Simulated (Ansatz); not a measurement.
Computed with PBE (plane waves to 420 eV, PAW; Ansatz, a program for electronic structure).

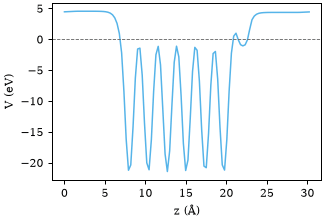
Figure. Electrostatic potential energy of an electron, averaged over planes parallel to the surface, in eV from the Fermi level, for a constructed model of the (110) surface of bcc Nb, p(2x2) layer of Pb, one a cell, on the site that continues the host's stacking (bottom of the slab: a bare face, its two planes held)

Model: 25-atom slab, 14.5 Å thick at the start, 7x7x1 mesh, Fermi-Dirac 0.1 eV, dipole correction, 8 atoms held, the rest relaxed; held to the start's symmetry, so lower structures may exist; no spin, no spin-orbit, no U. It is one candidate, not shown to be the stable structure of the face.

The vacuum level lies 4.35 eV above the Fermi level over the top face and 4.54 eV above it under the bottom face.
